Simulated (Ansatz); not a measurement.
# BClH2···H (doublet): what the fields show

The calculation's input:

```
crystal:
  periodic: [false, false, false]
  atoms:
    - { symbol: B, position_ang: [0.0, 0.0, 0.0] }
    - { symbol: Cl, position_ang: [0.0, 0.0, 2.11] }
    - { symbol: H, position_ang: [1.0305, 0.0, -0.595] }
    - { symbol: H, position_ang: [-1.0305, 0.0, -0.595] }
    - { symbol: H, position_ang: [0.0, 0.0, 3.78] }
magnetization:
  spin_polarized: true
  initial_magnetization: 1
basis:
  gaussian: { orbitals: def2-SVP }
hamiltonian:
  xc: pbe
relax:
  f_tol: 0.15
  max_steps: 25
  restrain:
    - { distance: [1, 4], at: 2.57, k: 30.0 }
    - { distance: [0, 1], at: 1.86, k: 30.0 }
output:
  orbitals: {}
```

Command:

```sh
ansatz run input.yaml --threads 1 --pin off --max-ram 2048MiB --backend cpu --events-out ev --progress --plain --runs-dir out
```

The fields are those of the run's last geometry, not of the input's.

Not at a stationary point (largest force 1.5 eV/Å).

Computed with UKS PBE/def2-SVP (Ansatz).

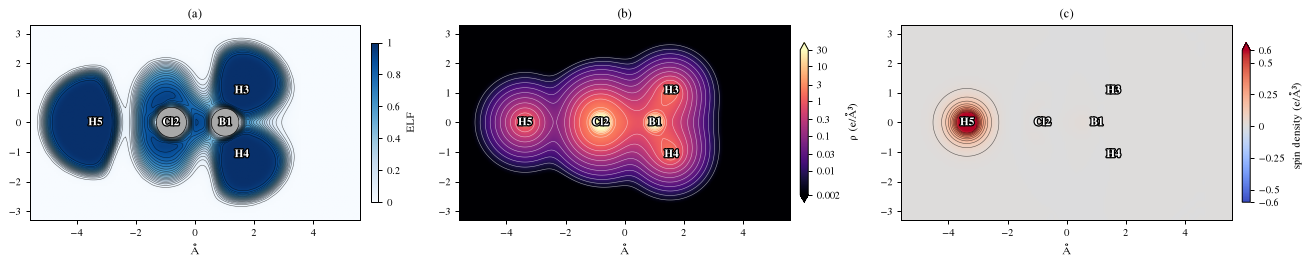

Figure 1. (a) ELF; (b) total electron density; (c) spin density on the molecular plane. Grey discs cover the atomic cores in the ELF map.

**Read the bonding off the picture.**

The plane passes through B, Cl and H nuclei.
Cl2···H5 (2.57 Å): the density falls to about 0.09 e/Å³ on the way; the ELF dips to about 0.05 between them.
B–Cl (1.82 Å): the density is about 1.2 e/Å³ at the midpoint; the ELF peaks at about 0.90 between the atoms, as expected for a shared but strongly polarised pair.
B–H (1.21 Å): ρ is about 1.2 e/Å³ halfway; the ELF climbs to about 1 towards the hydrogen, as it does in any bond to H; an ordinary covalent bond to hydrogen.
The ELF also peaks beside Cl2, away from the bonds: non-bonding electrons, paired or unpaired.
The unpaired spin (1 electron) lies mostly on H5 (about 0.9), in electrons by Hirshfeld's partition.

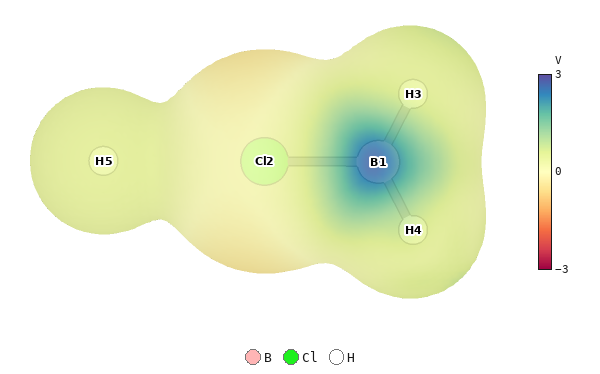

Figure 2. The electrostatic potential painted on the density surface at 0.004 e/bohr³, seen across its widest extent; the colour scale runs from red (negative) to blue (positive).

**Describe the electrostatic potential map.**

The most negative region (about −0.4 V) lies over Cl2, the most positive (about +2.4 V) over B1.

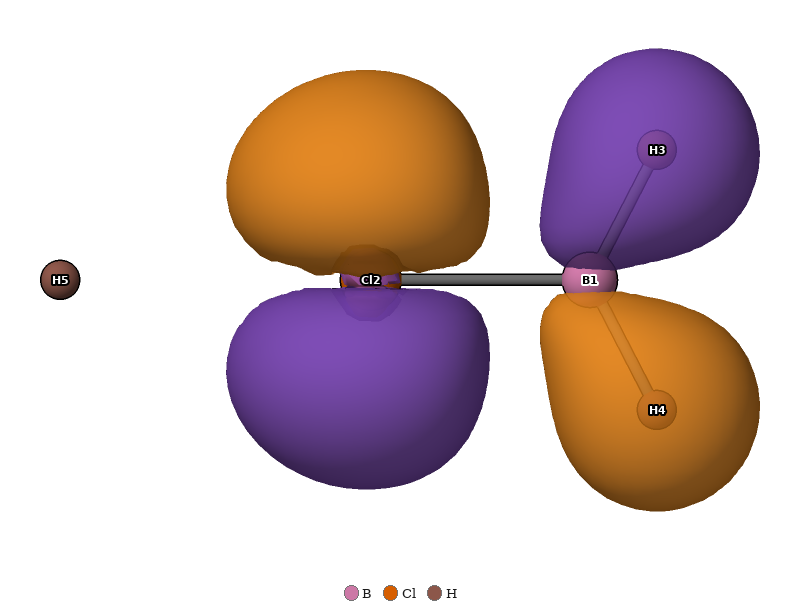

Figure 3. The HOMO (β) at ±0.1 Å⁻³ᐟ² (orange and purple are the two phases), seen across its widest extent.

**Where does this orbital lie, and at what energy?**

It lies mainly on Cl2 (about 70 %), B1 (about 15 %), H3 (about 10 %) and H4 (about 10 %); it is symmetric in the molecular plane (an in-plane orbital: σ, lone-pair or in-plane π type); largely a lone pair of Cl2. Its energy is −7.19 eV.
